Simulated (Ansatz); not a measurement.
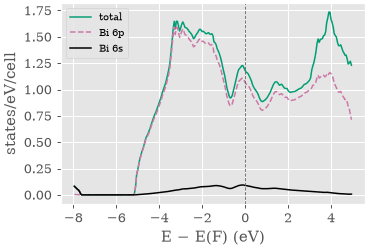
Total and projected density of states of Bi in space group P4/nmm (No. 129; Bi on 2c), r²SCAN (plane waves, PAW; program Ansatz)

Task: Which orbitals carry the states next to the Fermi level?

Result: Within 0.5 eV of the Fermi level: Bi 6p 91 %, Bi 6s 7 %. Projections are on Löwdin-orthogonalised atomic valence shells; empty p or d shells of many metals are not among them.

Task: Where is the tallest occupied peak in this window, and what makes it?

Result: Near -3.2 eV, about 1.6 states/eV per cell; the largest projected share is Bi 6p.

The first step of the workflow began from a Materials Project structure, measured or hypothetical; the Crystallography Open Database copy checked does not list it. It is not the phase usual at ambient conditions (space group No. 166). The cell was relaxed with r²SCAN under the symmetry of its start; of distortions, only those at the zone centre were tested. Spin–orbit coupling is left out wherever it is not named.

Potentials: the later of the program's two PAW sets.
